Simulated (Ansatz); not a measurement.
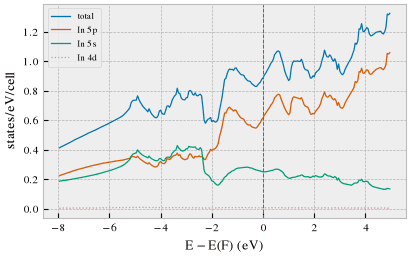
Figure. Total and projected density of states of In (hcp (Mg type), space group No. 194), DFT-r²SCAN+D4 in the program Ansatz with PAW potentials

### Question
Which orbitals carry the states next to the Fermi level?

### Answer
Within 0.5 eV of the Fermi level: In 5p 69 %, In 5s 28 %. Projections are on Löwdin-orthogonalised atomic valence shells; empty p or d shells of many metals are not among them.

### Question
Where is the tallest occupied peak in this window, and what makes it?

### Answer
Near -1.0 eV, about 0.95 states/eV per cell; the largest projected share is In 5p.

Space group P6_3/mmc (hcp (Mg type)). The workflow started from a Materials Project entry (that database holds measured and hypothetical structures alike); the Crystallography Open Database copy checked does not list it. It is not the phase usual at ambient conditions (space group No. 139). Symmetry was held in the r²SCAN+D4 relaxation; whether a distortion lowers the energy is not shown. The pairwise dispersion correction was not fitted to metals. Spin–orbit coupling is left out wherever it is not named.

Potentials: the later of the program's two PAW sets.
